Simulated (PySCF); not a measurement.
# C4H10GeSi: electronic excitations at several levels of theory

Aim: compute the electronic excitations of C4H10GeSi (`C[SiH](C)C#[C][GeH3]`) at several levels, and see how far they spread and what each costs.

Computed with PySCF 2.14.0, with density-fitted response routines of our own, on a single molecule in the gas phase. Atoms count from 0, in the outputs and in this text.

## 1. Starting geometry

16 atoms, charge 0, multiplicity 1; geometry from: GFN2-xTB.

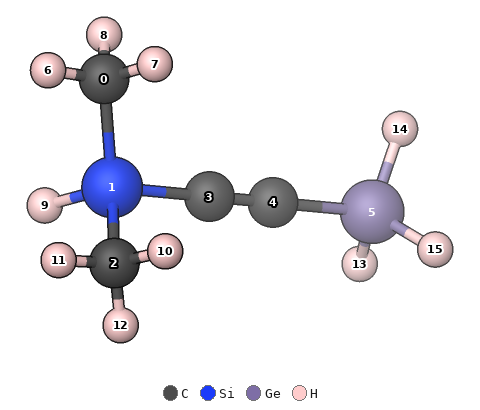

The starting geometry (carbon dark grey, silicon blue, germanium purple, hydrogen pink), atoms numbered.

## 2. Geometry optimisation at PBE0-D3(BJ)/def2-SVP

What the job is given:

```
{"job": {"xc": "PBE0", "basis": "def2-SVP", "d3": "d3bj", "grid": 1, "kind": "geom"}, "charge": 0, "multiplicity": 1}
C     -1.404652     0.691299    -1.919940
Si    -1.215785    -0.418421    -0.387397
C     -2.218378     0.286289     1.066615
C      0.578558    -0.443674     0.097642
C      1.748428    -0.456475     0.412972
Ge     3.574060    -0.474528     0.906279
H     -2.440517     0.742778    -2.243789
H     -1.071347     1.705770    -1.718656
H     -0.818016     0.313669    -2.752010
H     -1.623303    -1.801730    -0.687054
H     -1.900548     1.295222     1.315136
H     -3.278780     0.323141     0.832707
H     -2.098924    -0.322564     1.957740
H      3.955340    -1.842024     1.365970
H      4.410070    -0.092849    -0.269521
H      3.796197     0.503041     2.011896
```

Standard output:

```text
step   0  E = -2523.85917534  max force = 0.030137
step   1  E = -2523.86269526  max force = 0.004895
step   2  E = -2523.86310655  max force = 0.001950
step   3  E = -2523.86318450  max force = 0.001450
step   4  E = -2523.86322762  max force = 0.000868
step   5  E = -2523.86324461  max force = 0.000671
step   6  E = -2523.86325289  max force = 0.000300
optimisation converged
```

Wall time 80 s (1 thread, shared host).

The steps of the relaxation:

```tsv
step	energy from step 0 (eV)	largest force component (eV/Å)
0	0.0000	1.5497
1	-0.0958	0.2517
2	-0.1070	0.1003
3	-0.1091	0.0746
4	-0.1103	0.0446
5	-0.1107	0.0345
6	-0.1110	0.0154
```

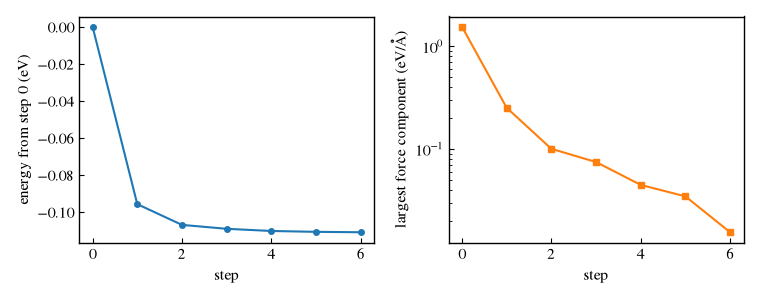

Energy and force, step by step.

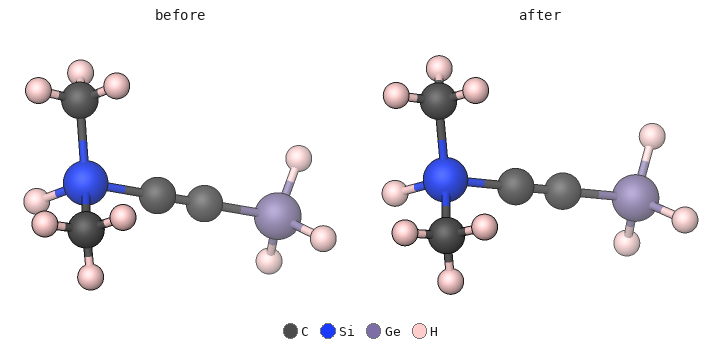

The geometry before (left) and after (right).

Close pairs (by a distance rule), those that changed most:

```tsv
bond	before (Å)	after (Å)	change (Å)
Ge5–H15	1.492	1.536	+0.044
Ge5–H14	1.492	1.536	+0.044
Ge5–H13	1.492	1.536	+0.044
Si1–C2	1.902	1.876	-0.025
C0–Si1	1.902	1.876	-0.025
Si1–H9	1.473	1.496	+0.023
C0–H6	1.087	1.101	+0.015
C2–H11	1.087	1.101	+0.015
```

The next job starts from the end point, and lists it.

```tsv
at the end point	value
point group (found at 0.08 Å tolerance)	C1
rotational constants (GHz, main isotopes)	4.855, 0.509, 0.479
dipole moment (D)	0.75
```

## 3. Ultraviolet spectrum: CAM-B3LYP/def2-SVPD

What the job is given:

```
{"job": {"kind": "uv", "xc": "CAM-B3LYP", "basis": "def2-SVPD", "ip": true}, "charge": 0, "multiplicity": 1}
C     -1.575301     0.803382    -1.740744
Si    -1.234632    -0.410958    -0.351629
C     -2.136492     0.068032     1.222424
C      0.579366    -0.445206    -0.012117
C      1.781363    -0.449138     0.221997
Ge     3.647863    -0.463970     0.576301
H     -2.649405     0.819018    -1.984203
H     -1.273615     1.820289    -1.445814
H     -1.019629     0.530775    -2.650370
H     -1.637638    -1.789915    -0.769313
H     -1.815836     1.064719     1.562551
H     -3.224945     0.091057     1.056522
H     -1.926122    -0.652020     2.027585
H      4.060761    -1.875655     1.019385
H      4.401927    -0.074210    -0.704210
H      3.953153     0.546315     1.692855
```

Method: TDDFT CAM-B3LYP/def2-SVPD, vertical, gas phase, core orbitals frozen in the response.

Standard output:

```text
coarse grid: 59272 points
cycle   1  E = -2524.4058459724  dE = -3.615e-01  |g| = 5.621e-01  |ddm| = 6.979e+00
cycle   2  E = -2524.4216028591  dE = -1.576e-02  |g| = 5.296e-01  |ddm| = 1.853e+00
cycle   3  E = -2524.4669968028  dE = -4.539e-02  |g| = 5.868e-02  |ddm| = 8.720e-01
cycle   4  E = -2524.4671935386  dE = -1.967e-04  |g| = 5.062e-02  |ddm| = 1.928e-01
cycle   5  E = -2524.4678261253  dE = -6.326e-04  |g| = 8.235e-03  |ddm| = 8.968e-02
cycle   6  E = -2524.4678408124  dE = -1.469e-05  |g| = 1.388e-03  |ddm| = 2.520e-02
cycle   7  E = -2524.4678412822  dE = -4.698e-07  |g| = 3.231e-04  |ddm| = 6.123e-03
final grid: 123520 points
cycle   8  E = -2524.4678386801  dE = -2.935e-08  |g| = 2.740e-04  |ddm| = 3.620e-03
cycle   9  E = -2524.4678386835  dE = -3.364e-09  |g| = 2.634e-04  |ddm| = 1.074e-03
cycle  10  E = -2524.4678386959  dE = -1.240e-08  |g| = 1.732e-05  |ddm| = 4.072e-04
cycle  11  E = -2524.4678386959  dE = -6.230e-11  |g| = 1.067e-05  |ddm| = 4.831e-05
converged SCF energy = -2524.4678386959

Static polarisability (au): isotropic 107.682, principal 87.167 94.413 141.466

Singlet excitations
state   eV       nm        f      main configurations
  1   5.6386    219.9   0.00000   H-1->L+1 0.40, H->L 0.34, H->L+2 0.09
  2   5.8814    210.8   0.00277   H-1->L+1 0.47, H->L 0.31
  3   5.8825    210.8   0.00162   H->L+1 0.43, H-1->L 0.34, H-1->L+2 0.09
  4   7.3049    169.7   0.01579   H-1->L+2 0.56, H-1->L 0.25
  5   7.3113    169.6   0.00344   H->L+2 0.61, H->L 0.20
  6   7.7526    159.9   1.28238   H->L+1 0.40, H-1->L 0.27, H-1->L+2 0.18
  7   7.9884    155.2   0.05555   H->L+3 0.62, H->L+2 0.11, H-2->L 0.10
  8   8.0283    154.4   0.06441   H-1->L+3 0.51, H-1->L+4 0.26
  9   8.1341    152.4   0.02412   H->L+4 0.53, H-2->L 0.28
 10   8.2972    149.4   0.03352   H-1->L+4 0.36, H-1->L+3 0.15, H-3->L 0.15

Triplet excitations (Tamm-Dancoff, eV): 4.6577 5.0885 5.0887 5.6699
Vertical ionisation energy (delta-SCF) = 9.7840 eV
```

Wall time 2.1 min (1 thread, shared host).

Frontier orbitals and where they lie:

```tsv
orbital	eV	atoms
HOMO−3	-10.67	Si1 26 %, H9 21 %, C0 13 %
HOMO−2	-10.54	C2 23 %, C0 23 %, Si1 19 %
HOMO−1	-9.12	C4 36 %, C3 35 %, Si1 7 %
HOMO	-9.12	C4 36 %, C3 35 %, Ge5 6 %
LUMO	0.76	C4 19 %, Ge5 18 %, C3 17 %
LUMO+1	0.84	C4 25 %, C3 24 %, Ge5 16 %
LUMO+2	0.90	Ge5 50 %, C4 12 %, H13 12 %
```

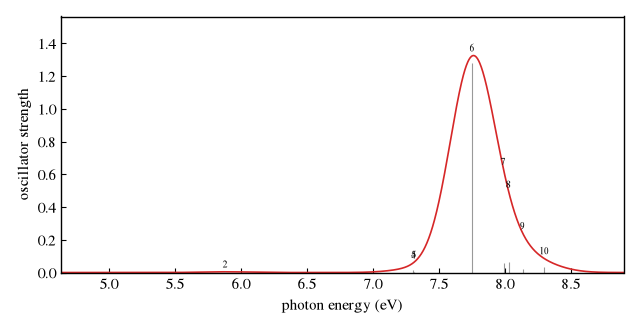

Absorption spectrum from the 10 singlet states computed; above the last one it falls off for lack of states. Lines are broadened to a width of 0.40 eV (Gaussian).

Ground-state properties from the same run:

```tsv
property	computed
dipole moment (D)	0.67
polarisability (Å³)	15.96
HOMO–LUMO gap (eV)	9.88
−ε(HOMO) (eV)	9.12
```

## 4. Excited states and response: wB97X-D/def2-SVPD

Same as in step 3 but for these lines:

```diff
@@ -1,2 +1,2 @@
-{"job": {"kind": "uv", "xc": "CAM-B3LYP", "basis": "def2-SVPD", "ip": true}, "charge": 0, "multiplicity": 1}
+{"job": {"kind": "uv", "xc": "wB97X-D", "basis": "def2-SVPD", "ip": true}, "charge": 0, "multiplicity": 1}
 C     -1.575301     0.803382    -1.740744
```

Level: TDDFT wB97X-D/def2-SVPD, vertical, gas phase, core orbitals frozen in the response.

Standard output:

```text
coarse grid: 59272 points
cycle   1  E = -2524.3976149301  dE = -3.716e-01  |g| = 5.101e-01  |ddm| = 6.523e+00
cycle   2  E = -2524.4208988142  dE = -2.328e-02  |g| = 4.443e-01  |ddm| = 1.700e+00
cycle   3  E = -2524.4508850236  dE = -2.999e-02  |g| = 5.204e-02  |ddm| = 7.962e-01
cycle   4  E = -2524.4511791658  dE = -2.941e-04  |g| = 3.797e-02  |ddm| = 1.767e-01
cycle   5  E = -2524.4515293574  dE = -3.502e-04  |g| = 9.827e-03  |ddm| = 8.512e-02
cycle   6  E = -2524.4515527998  dE = -2.344e-05  |g| = 1.473e-03  |ddm| = 3.422e-02
cycle   7  E = -2524.4515535339  dE = -7.342e-07  |g| = 3.613e-04  |ddm| = 9.326e-03
final grid: 123520 points
cycle   8  E = -2524.4511595465  dE = -1.091e-06  |g| = 3.524e-04  |ddm| = 1.051e-02
cycle   9  E = -2524.4511595779  dE = -3.145e-08  |g| = 1.753e-04  |ddm| = 2.138e-03
cycle  10  E = -2524.4511595861  dE = -8.148e-09  |g| = 5.283e-05  |ddm| = 4.093e-04
cycle  11  E = -2524.4511595869  dE = -7.840e-10  |g| = 3.158e-05  |ddm| = 1.531e-04
converged SCF energy = -2524.4511595869

Static polarisability (au): isotropic 107.684, principal 87.167 94.485 141.399

Singlet excitations
state   eV       nm        f      main configurations
  1   5.6697    218.7   0.00000   H->L 0.45, H-1->L+1 0.42
  2   5.9206    209.4   0.00272   H-1->L+1 0.48, H->L 0.41
  3   5.9217    209.4   0.00160   H->L+1 0.44, H-1->L 0.44
  4   7.5102    165.1   0.02905   H-1->L+2 0.72
  5   7.5195    164.9   0.00461   H->L+2 0.76, H->L+3 0.08
  6   7.8209    158.5   1.43486   H->L+1 0.42, H-1->L 0.38
  7   8.2028    151.1   0.04770   H-2->L 0.47, H->L+3 0.29
  8   8.2609    150.1   0.01785   H-1->L+3 0.49, H-1->L+4 0.17, H-1->L+2 0.09
  9   8.2871    149.6   0.00313   H->L+4 0.27, H->L+3 0.23, H-2->L 0.17
 10   8.4002    147.6   0.01458   H-3->L 0.35, H-2->L+1 0.35, H-1->L+4 0.10

Triplet excitations (Tamm-Dancoff, eV): 4.7331 5.2146 5.2152 5.6984
Vertical ionisation energy (delta-SCF) = 9.7620 eV
```

Wall time 87 s (1 thread, shared host).

Key values: HOMO -9.65 eV, LUMO 1.45 eV; lowest singlet 5.67 eV.

## 5. Ultraviolet spectrum: LC-wPBE/def2-SVPD

Same as in step 4 but for these lines:

```diff
@@ -1,2 +1,2 @@
-{"job": {"kind": "uv", "xc": "wB97X-D", "basis": "def2-SVPD", "ip": true}, "charge": 0, "multiplicity": 1}
+{"job": {"kind": "uv", "xc": "LC-wPBE", "basis": "def2-SVPD", "ip": true}, "charge": 0, "multiplicity": 1}
 C     -1.575301     0.803382    -1.740744
```

With the program's defaults for keys left out, this is: TDDFT LC-wPBE/def2-SVPD, vertical, gas phase, core orbitals frozen in the response.

Standard output:

```text
coarse grid: 59272 points
cycle   1  E = -2523.9162146042  dE = -3.297e-01  |g| = 5.326e-01  |ddm| = 6.402e+00
cycle   2  E = -2523.9486200996  dE = -3.241e-02  |g| = 4.468e-01  |ddm| = 1.736e+00
cycle   3  E = -2523.9716317199  dE = -2.301e-02  |g| = 5.153e-02  |ddm| = 8.230e-01
cycle   4  E = -2523.9721711698  dE = -5.394e-04  |g| = 3.047e-02  |ddm| = 2.244e-01
cycle   5  E = -2523.9723932565  dE = -2.221e-04  |g| = 1.020e-02  |ddm| = 7.814e-02
cycle   6  E = -2523.9724198190  dE = -2.656e-05  |g| = 1.785e-03  |ddm| = 3.723e-02
cycle   7  E = -2523.9724208588  dE = -1.040e-06  |g| = 3.957e-04  |ddm| = 1.147e-02
final grid: 123520 points
cycle   8  E = -2523.9723755242  dE = -1.036e-07  |g| = 3.028e-04  |ddm| = 3.621e-03
cycle   9  E = -2523.9723755222  dE =  2.001e-09  |g| = 2.517e-04  |ddm| = 1.062e-03
cycle  10  E = -2523.9723755309  dE = -8.677e-09  |g| = 3.193e-05  |ddm| = 4.217e-04
cycle  11  E = -2523.9723755315  dE = -5.748e-10  |g| = 1.677e-05  |ddm| = 1.457e-04
converged SCF energy = -2523.9723755315

Static polarisability (au): isotropic 104.615, principal 85.080 91.945 136.820

Singlet excitations
state   eV       nm        f      main configurations
  1   5.7064    217.3   0.00000   H-1->L+2 0.38, H->L+1 0.29, H->L 0.08
  2   6.0436    205.1   0.00209   H-1->L+2 0.42, H->L+1 0.28, H->L 0.08
  3   6.0442    205.1   0.00153   H->L+2 0.40, H-1->L+1 0.29, H-1->L 0.09
  4   8.0643    153.7   0.08515   H-1->L 0.65, H-1->L+3 0.08
  5   8.0815    153.4   0.00362   H->L 0.58, H->L+1 0.10, H->L+3 0.10
  6   8.2625    150.1   1.69212   H-1->L+1 0.42, H->L+2 0.42
  7   8.7645    141.5   0.03953   H->L+3 0.26, H-4->L+2 0.16, H->L+1 0.10
  8   8.7685    141.4   0.01088   H-1->L+3 0.22, H-4->L+1 0.18, H-1->L+4 0.14
  9   8.8324    140.4   0.02012   H-2->L+1 0.26, H->L+4 0.18, H-2->L 0.16
 10   8.9575    138.4   0.11056   H-3->L+2 0.43, H-1->L+5 0.17, H->L+4 0.09

Triplet excitations (Tamm-Dancoff, eV): 4.5675 5.0590 5.0596 5.7569
Vertical ionisation energy (delta-SCF) = 9.9730 eV
```

Run time: 1.9 min. Hardware: 1 thread, shared host.

Key values: HOMO -10.52 eV, LUMO 1.79 eV; lowest singlet 5.71 eV.

[end of part 1 of 2]
